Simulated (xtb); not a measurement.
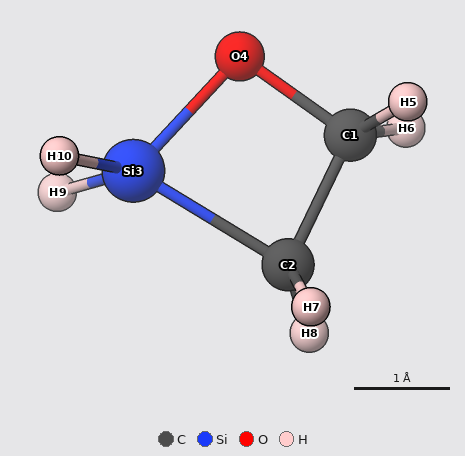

The input geometry (ball-and-stick view, seen at a tilt; atoms are numbered from 1 in the order of the input). Bond lengths as drawn: C–C 1.53 Å, C–H 1.08 to 1.09 Å, C–O 1.43 Å, C–Si 1.91 Å, H–Si 1.46 Å and O–Si 1.66 Å.

Property calculation of C$_{2}$H$_{6}$OSi (charge −1)

System: C$_{2}$H$_{6}$OSi, charge −1, multiplicity 2.
Method: GFN2-xTB (xtb 6.7.1).

The geometry was optimised with GFN2-xTB.

The input (in.coord):
```
$coord angs
    -0.8151740     0.5393110    -0.5352470  C
    -0.3455170    -0.8474540    -0.0905290  C
     1.1433940     0.1117860     0.6258220  Si
     0.2581130     1.3465420    -0.0344580  O
    -0.8825930     0.6661510    -1.6162350  H
    -1.7495720     0.8665940    -0.0768980  H
    -0.1580520    -1.5256720    -0.9167080  H
    -1.0205420    -1.3291630     0.6091000  H
     1.2268850     0.1975370     2.0790620  H
     2.4261580    -0.0768340    -0.0409080  H
$end
```

Hardware: 1 thread of AMD EPYC (Zen 5), 176 GiB of memory available, shared host.

Command:
```bash
xtb in.coord --gfn 2 --json --lmo --chrg -1 -u 1 | tee run.log
```

The program's output:
```
* xtb version 6.7.1
   ID    Z sym.   atoms
    1    6 C      1, 2
    2   14 Si     3
    3    8 O      4
    4    1 H      5-10

           -------------------------------------------------
          |                Calculation Setup                |
           -------------------------------------------------

          program call               : xtb in.coord --gfn 2 --json --lmo --chrg -1 -u 1
          coordinate file            : in.coord
          omp threads                :                     1

           -------------------------------------------------
          |                 G F N 2 - x T B                 |
           -------------------------------------------------

      * Hamiltonian:
        H0-scaling (s, p, d)           1.850000    2.230000    2.230000
        zeta-weighting                 0.500000
      * Dispersion:
        s8                             2.700000
        a1                             0.520000
        a2                             5.000000
        s9                             5.000000
      * Repulsion:
        kExp                           1.500000    1.000000
        rExp                           1.000000
      * Coulomb:
        alpha                          2.000000
        third order                    shell-resolved
        anisotropic                    true
        a3                             3.000000
        a5                             4.000000
        cn-shift                       1.200000
        cn-exp                         4.000000
        max-rad                        5.000000

          ...................................................
          :                      SETUP                      :
          :.................................................:
          :  # basis functions                  28          :
          :  # atomic orbitals                  27          :
          :  # shells                           15          :
          :  # electrons                        25          :
          :  max. iterations                   250          :
          :  Hamiltonian                  GFN2-xTB          :
          :  restarted?                      false          :
          :  GBSA solvation                  false          :
          :  PC potential                    false          :
          :  electronic temp.          300.0000000     K    :
          :  accuracy                    1.0000000          :
          :  -> integral cutoff          0.2500000E+02      :
          :  -> integral neglect         0.1000000E-07      :
          :  -> SCF convergence          0.1000000E-05 Eh   :
          :  -> wf. convergence          0.1000000E-03 e    :
          :  Broyden damping             0.4000000          :
          :  net charge                         -1          :
          :  unpaired electrons                  1          :
          ...................................................

 iter      E             dE          RMSdq      gap      omega  full diag
   1    -13.2962373 -0.132962E+02  0.888E+00    1.27       0.0  T
   2    -13.3599831 -0.637458E-01  0.543E+00    1.38       1.0  T
   3    -13.3614761 -0.149302E-02  0.217E+00    1.44       1.0  T
   4    -13.3625125 -0.103640E-02  0.805E-01    1.47       1.0  T
   5    -13.3628029 -0.290406E-03  0.342E-01    1.45       1.0  T
   6    -13.3628494 -0.465400E-04  0.911E-02    1.44       1.0  T
   7    -13.3628525 -0.311124E-05  0.473E-02    1.44       1.0  T
   8    -13.3628531 -0.574190E-06  0.244E-02    1.44       1.3  T
   9    -13.3628532 -0.111585E-06  0.948E-03    1.44       3.3  T
  10    -13.3628532 -0.486872E-08  0.273E-03    1.44      11.6  T
  11    -13.3628533 -0.277917E-07  0.953E-04    1.44      33.2  T
  12    -13.3628533 -0.252490E-08  0.442E-04    1.44      71.5  T

   *** convergence criteria satisfied after 12 iterations ***

         #    Occupation            Energy/Eh            Energy/eV
      -------------------------------------------------------------
         1        2.0000           -0.5088068             -13.8453
       ...           ...                  ...                  ...
         7        2.0000           -0.2796804              -7.6105
         8        2.0000           -0.2622582              -7.1364
         9        2.0000           -0.2228958              -6.0653
        10        2.0000           -0.2051213              -5.5816
        11        2.0000           -0.1891572              -5.1472
        12        2.0000           -0.1641185              -4.4659
        13        1.0000            0.0405173               1.1025 (HOMO)
        14                          0.0934143               2.5419 (LUMO)
        15                          0.1357842               3.6949
        16                          0.2081025               5.6628
        17                          0.2199533               5.9852
        18                          0.2958531               8.0506
       ...                                ...                  ...
        27                          0.9574754              26.0542
      -------------------------------------------------------------
                  HL-Gap            0.0528969 Eh            1.4394 eV
             Fermi-level            0.0025826 Eh            0.0703 eV

 localization/xTB-IFF output generation
 averaging CT terms over            1  occ. levels
 averaging CT terms over            1  virt. levels
 dipole moment from electron density (au)
     X       Y       Z
  -1.9551  -0.6016  -1.0172  total (Debye):    5.807
cpu  time for init local
 initialization of trafo matrix to unity
iteration     50  convergence  0.25660547D-02
iteration    100  convergence  0.10123654D-02
iteration    150  convergence  0.63007437D-03
iteration    200  convergence  0.46426340D-03
iteration    250  convergence  0.36478730D-03
iteration    300  convergence  0.29051581D-03
iteration    350  convergence  0.22828336D-03
iteration    400  convergence  0.17522509D-03
iteration    450  convergence  0.13060942D-03
iteration    500  convergence  0.95064043D-04
iteration    550  convergence  0.67834095D-04
iteration    600  convergence  0.47450615D-04
iteration    650  convergence  0.32945061D-04
iteration    700  convergence  0.23070993D-04
iteration    750  convergence  0.15389225D-04
iteration    800  convergence  0.10051736D-04
iteration    850  convergence  0.65997942D-05
iteration    900  convergence  0.47675335D-05
iteration    950  convergence  0.30022284D-05
iteration   1000  convergence  0.22107837D-05

 converged in   1032 iterations, threshold :   0.99716844D-06
 lmo centers(Z=2) and atoms on file <lmocent.coord>
 LMO Fii/eV  ncent    charge center   contributions...
    1 sigma -10.22   1.86  -0.41993   1.94448  -0.50191    4  O :  0.58    1  C :  0.44
    2 sigma  -9.08   1.95  -1.62531   1.17619  -2.43098    5  H :  0.55    1  C :  0.46
    3 sigma  -9.07   1.95  -2.76658   1.43975  -0.40481    6  H :  0.55    1  C :  0.46
    4 LP     -8.50   1.02   0.53938   4.19220  -0.36622    4  O :  0.99
    5 sigma  -8.32   1.86  -1.22640  -0.30094  -0.66310    1  C :  0.56    2  C :  0.48
    6 sigma  -8.27   1.93  -0.40573  -2.49151  -1.26277    7  H :  0.55    2  C :  0.47
    7 sigma  -8.27   1.93  -1.54445  -2.23199   0.75191    8  H :  0.55    2  C :  0.47
    8 pi     -8.26   1.40   1.04296   2.11089  -0.23897    4  O :  0.83    3  Si:  0.17
    9 pi     -8.03   1.34   0.52057   2.29622   0.56780    4  O :  0.85    3  Si:  0.15
   10 sigma  -7.44   1.94   4.08740  -0.04864   0.21158   10  H :  0.60    3  Si:  0.40
   11 sigma  -7.44   1.94   2.31446   0.35660   3.34602    9  H :  0.60    3  Si:  0.40
   12 sigma  -6.01   1.72   0.29353  -1.20472   0.31242    2  C :  0.71    3  Si:  0.28
   13 LP      0.51   1.10   3.66932  -0.38905   2.11070    3  Si:  0.95
 starting deloc pi regularization ...
 thr    2.2000000000000002      # pi deloc LMO           1
 files:
 coordprot.0/xtbscreen.xyz/xtblmoinfo/lmocent.coord
 with protonation site input, xtbdock and
 LMO center info written

 SCC (total)                   0 d,  0 h,  0 min,  0.007 sec
 SCC setup                      ...        0 min,  0.000 sec (  0.953%)
 Dispersion                     ...        0 min,  0.000 sec (  0.485%)
 classical contributions        ...        0 min,  0.000 sec (  0.221%)
 integral evaluation            ...        0 min,  0.000 sec (  6.967%)
 iterations                     ...        0 min,  0.002 sec ( 28.231%)
 molecular gradient             ...        0 min,  0.001 sec ( 11.780%)
 printout                       ...        0 min,  0.003 sec ( 51.251%)

         :::::::::::::::::::::::::::::::::::::::::::::::::::::
         ::                     SUMMARY                     ::
         :::::::::::::::::::::::::::::::::::::::::::::::::::::
         :: total energy             -13.233935284449 Eh    ::
         :: gradient norm              0.080455039206 Eh/a0 ::
         :: HOMO-LUMO gap              1.439398640247 eV    ::
         ::.................................................::
         :: SCC energy               -13.362850930747 Eh    ::
         :: -> isotropic ES            0.145297072506 Eh    ::
         :: -> anisotropic ES          0.002202722473 Eh    ::
         :: -> anisotropic XC         -0.002592923390 Eh    ::
         :: -> dispersion             -0.007007143314 Eh    ::
         :: repulsion energy           0.128915646297 Eh    ::
         :: add. restraining           0.000000000000 Eh    ::
         :: total charge              -1.000000000000 e     ::
         :::::::::::::::::::::::::::::::::::::::::::::::::::::

           -------------------------------------------------
          |                Property Printout                |
           -------------------------------------------------

    * Orbital Energies and Occupations

         #    Occupation            Energy/Eh            Energy/eV
      -------------------------------------------------------------
         1        2.0000           -0.5088068             -13.8453
         2        2.0000           -0.4203560             -11.4385
         3        2.0000           -0.4079904             -11.1020
         4        2.0000           -0.3478694              -9.4660
         5        2.0000           -0.3332749              -9.0689
         6        2.0000           -0.3153570              -8.5813
         7        2.0000           -0.2796804              -7.6105
         8        2.0000           -0.2622582              -7.1364
         9        2.0000           -0.2228958              -6.0653
        10        2.0000           -0.2051213              -5.5816
        11        2.0000           -0.1891572              -5.1472
        12        2.0000           -0.1641185              -4.4659
        13        1.0000            0.0405173               1.1025 (HOMO)
        14                          0.0934143               2.5419 (LUMO)
        15                          0.1357842               3.6949
        16                          0.2081025               5.6628
        17                          0.2199533               5.9852
        18                          0.2958531               8.0506
        19                          0.3222470               8.7688
        20                          0.3389048               9.2221
        21                          0.3536475               9.6232
        22                          0.4165676              11.3354
        23                          0.5025619              13.6754
        24                          0.6612978              17.9948
       ...                                ...                  ...
        27                          0.9574754              26.0542
      -------------------------------------------------------------
                  HL-Gap            0.0528969 Eh            1.4394 eV
             Fermi-level            0.0025826 Eh            0.0703 eV

     #   Z          covCN         q      C6AA      α(0)
     1   6 C        4.224     0.119    18.566     6.120
     2   6 C        3.703    -0.168    23.931     6.994
     3  14 Si       4.034     0.268   102.559    19.365
     4   8 O        1.621    -0.502    22.958     6.467
     5   1 H        0.924    -0.075     4.770     3.415
     6   1 H        0.924    -0.075     4.773     3.416
     7   1 H        0.925    -0.079     4.871     3.451
     8   1 H        0.925    -0.079     4.868     3.450
     9   1 H        0.920    -0.205    11.168     5.227
    10   1 H        0.920    -0.204    11.157     5.224

 Mol. C6AA /au·bohr⁶  :       1540.638501
 Mol. C8AA /au·bohr⁸  :      43369.090362
 Mol. α(0) /au        :         63.130530

Wiberg/Mayer (AO) data.
largest (>0.10) Wiberg bond orders for each atom

 ---------------------------------------------------------------------------
     #   Z sym  total        # sym  WBO       # sym  WBO       # sym  WBO
 ---------------------------------------------------------------------------
     1   6 C    3.965 --     2 C    1.051     4 O    0.983     5 H    0.976
                             6 H    0.976
     2   6 C    3.812 --     1 C    1.051     7 H    0.997     8 H    0.997
                             3 Si   0.619
     3  14 Si   3.148 --     4 O    0.871    10 H    0.844     9 H    0.844
                             2 C    0.619
     4   8 O    2.021 --     1 C    0.983     3 Si   0.871
     5   1 H    0.995 --     1 C    0.976
     6   1 H    0.994 --     1 C    0.976
     7   1 H    0.994 --     2 C    0.997
     8   1 H    0.994 --     2 C    0.997
     9   1 H    0.958 --     3 Si   0.844
    10   1 H    0.958 --     3 Si   0.844
 ---------------------------------------------------------------------------

Topologies differ in total number of bonds
Writing topology from bond orders to xtbtopo.mol

molecular dipole:
                 x           y           z       tot (Debye)
 q only:       -0.600      -0.672      -0.243
   full:       -1.955      -0.602      -1.017       5.807
molecular quadrupole (traceless):
                xx          xy          yy          xz          yz          zz
 q only:       -1.005      -1.179      -0.500      -1.814      -0.268       1.505
  q+dip:       -4.981      -1.326       1.332      -6.857       0.063       3.649
   full:       -3.304      -1.323      -0.216      -5.368       0.140       3.519

           -------------------------------------------------
          | TOTAL ENERGY              -13.233935284449 Eh   |
          | GRADIENT NORM               0.080455039206 Eh/α |
          | HOMO-LUMO GAP               1.439398640247 eV   |
           -------------------------------------------------

------------------------------------------------------------------------
------------------------------------------------------------------------
 total:
 *  cpu-time:     0 d,  0 h,  0 min,  0.012 sec
 * ratio c/w:     1.000 speedup
 SCF:
 *  cpu-time:     0 d,  0 h,  0 min,  0.007 sec
 * ratio c/w:     1.000 speedup
```

Standard error:
```
normal termination of xtb
```

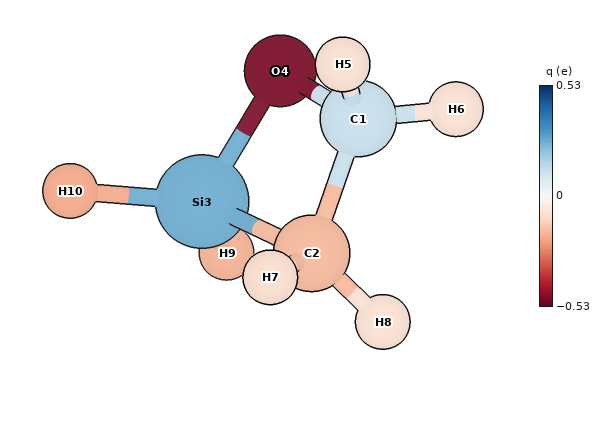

Mulliken charges, as the colour of each atom (ball-and-stick view, seen at a tilt; atoms are numbered from 1 in the order of the input). By element: C −0.17 to +0.12, Si +0.27, O −0.50 and H −0.20 to −0.08 e.

Key numbers:

```json
{"quantity": "outcome", "value": "converged"}
{"quantity": "electrons treated", "value": "25"}
{"quantity": "total energy", "value": "−13.233935 hartree"}
{"quantity": "dispersion energy", "value": "−0.007007 hartree"}
{"quantity": "basis functions", "value": "28"}
{"quantity": "peak memory", "value": "0.074 GiB"}
```
